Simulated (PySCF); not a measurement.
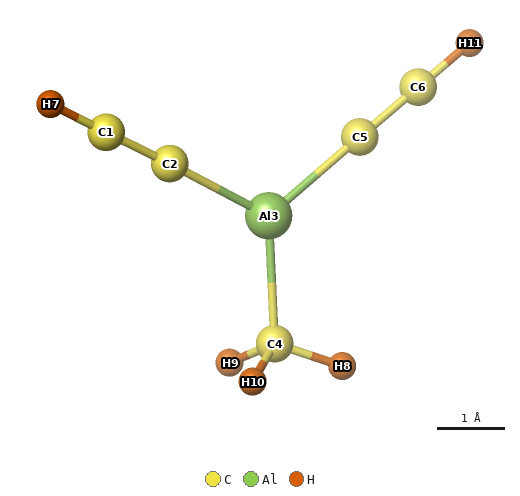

Figure 1. The structure (ball-and-stick view, seen at a tilt; atoms are numbered from 1 in the order of the input). Sticks mark near contacts. Bond lengths as drawn: Al–C 1.91 to 1.94 Å, C–C 1.22 Å and C–H 1.08 to 1.10 Å.

**Run report: C$_{5}$H$_{5}$Al, excited-state calculation**

- system: C$_{5}$H$_{5}$Al, SMILES C#[C][Al]([CH3])[C]#C
- method: TDDFT PBE0/def2-SVP, vertical, gas phase, core orbitals frozen in the response (PySCF 2.14.0)

The geometry comes from this level: PBE0-D3(BJ)/def2-SVP.

**Log**
```
coarse grid: 10160 points
cycle   1  E = -435.1354463161  dE =  3.575e-01  |g| = 5.461e-01  |ddm| = 3.679e+00
cycle   2  E = -435.1029043962  dE =  3.254e-02  |g| = 6.402e-01  |ddm| = 1.251e+00
cycle   3  E = -435.2025945688  dE = -9.969e-02  |g| = 2.422e-01  |ddm| = 7.070e-01
cycle   4  E = -435.2186056974  dE = -1.601e-02  |g| = 2.505e-02  |ddm| = 2.008e-01
cycle   5  E = -435.2187394611  dE = -1.338e-04  |g| = 1.156e-02  |ddm| = 3.119e-02
cycle   6  E = -435.2187774146  dE = -3.795e-05  |g| = 7.945e-04  |ddm| = 1.256e-02
cycle   7  E = -435.2187776006  dE = -1.860e-07  |g| = 2.023e-04  |ddm| = 9.897e-04
final grid: 94792 points
cycle   8  E = -435.2849399438  dE = -1.640e-05  |g| = 5.548e-03  |ddm| = 1.882e-02
cycle   9  E = -435.2849389654  dE =  9.784e-07  |g| = 5.949e-03  |ddm| = 1.121e-02
cycle  10  E = -435.2849485052  dE = -9.540e-06  |g| = 1.065e-03  |ddm| = 5.801e-03
cycle  11  E = -435.2849487941  dE = -2.888e-07  |g| = 3.186e-04  |ddm| = 1.036e-03
cycle  12  E = -435.2849488189  dE = -2.483e-08  |g| = 8.357e-05  |ddm| = 3.004e-04
cycle  13  E = -435.2849488208  dE = -1.889e-09  |g| = 2.196e-05  |ddm| = 9.391e-05
cycle  14  E = -435.2849488209  dE = -7.594e-11  |g| = 1.487e-05  |ddm| = 2.825e-05
```

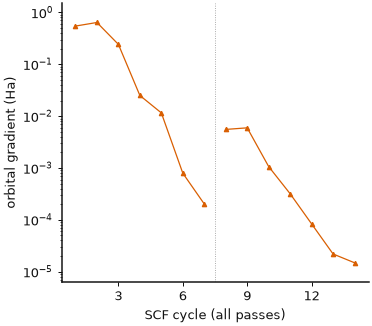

Figure 2. Convergence of the self-consistent field: orbital gradient against the SCF cycle. The dotted line marks the change from a coarse to the final integration grid. The first 7 cycles use a coarse grid, the final grid takes over at cycle 8, and the field converges after 14 cycles in all.

```
converged SCF energy = -435.2849488209

Static polarisability (au): isotropic 67.746, principal 40.967 67.426 94.845

Singlet excitations
state   eV       nm        f      main configurations
  1   4.8601    255.1   0.00000   H->L 0.95
  2   4.9183    252.1   0.00074   H-1->L 0.94
  3   5.4023    229.5   0.07499   H-2->L 0.84, H->L+1 0.11
  4   5.6312    220.2   0.01752   H-3->L 0.83, H-1->L+1 0.10
  5   5.8716    211.2   0.00336   H-4->L 0.94
  6   6.3125    196.4   0.00000   H-2->L+1 0.81, H-3->L+4 0.10
  7   6.4757    191.5   0.00010   H-3->L+1 0.70, H-2->L+4 0.16
  8   7.0603    175.6   0.09821   H-1->L+1 0.52, H-2->L+3 0.19, H-3->L 0.11
  9   7.1168    174.2   0.27080   H->L+1 0.59, H-3->L+3 0.14, H-2->L 0.12
 10   7.3268    169.2   0.00013   H->L+3 0.58, H->L+4 0.24

Triplet excitations (Tamm-Dancoff, eV): 4.3012 4.4311 4.5559 4.6237
```

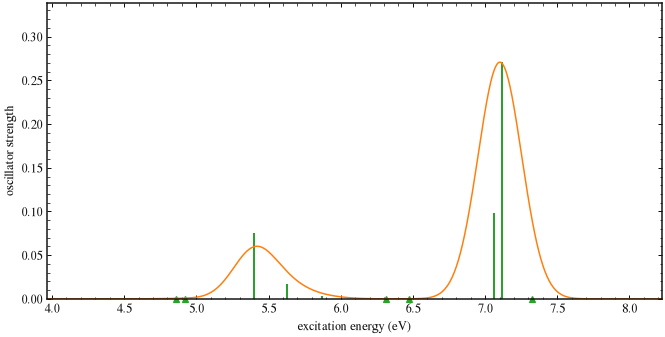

Figure 3. Computed excitations as sticks (degenerate states added up, dark ones marked on the axis), with a Gaussian envelope of 0.35 eV full width at half maximum, scaled to the tallest. Of the 10 states the lowest lies at 4.86 eV (f = 0.000); the strongest line is at 7.12 eV, or 174 nm (f = 0.271).

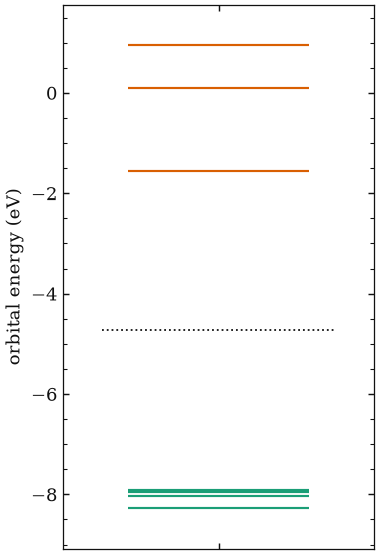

Figure 4. Orbital energies near the frontier; the dotted line parts filled from empty levels, and levels within 0.02 eV of each other stand side by side. Highest filled −7.91 eV, lowest empty −1.55 eV, 6.36 eV apart.

This output came from the following input.

**The input**
```
{"job": {"kind": "uv", "xc": "PBE0", "basis": "def2-SVP"}, "charge": 0, "multiplicity": 1}
C      1.771996     2.510192     0.313861
C      1.078614     1.517692     0.150451
Al    -0.048210    -0.010036    -0.080163
C     -1.973873     0.186750    -0.230017
C      0.797837    -1.721827    -0.184357
C      1.330272    -2.819181    -0.254682
H      2.390651     3.379840     0.453377
H     -2.505945    -0.763533    -0.069403
H     -2.238124     0.546762    -1.239757
H     -2.365636     0.932408     0.480771
H      1.801193    -3.785008    -0.316393
```

The first line tells a small driver script what to run in PySCF; the rest is the geometry in Å.

Run as:
```bash
OMP_NUM_THREADS=1 python <driver script> task.json out
```

**Results in brief**

| quantity | value |
| --- | --- |
| outcome | converged |
| total energy | −435.284949 hartree |
| HOMO | −7.91 eV |
| LUMO | −1.55 eV |
| dipole moment | 0.18 D |
| mean polarisability | 67.75 a.u. |
| lowest singlet excitation | 4.86 eV |
| hardware | 1 CPU thread, shared host |
| wall time | 11 s |
| peak memory | 0.56 GiB |
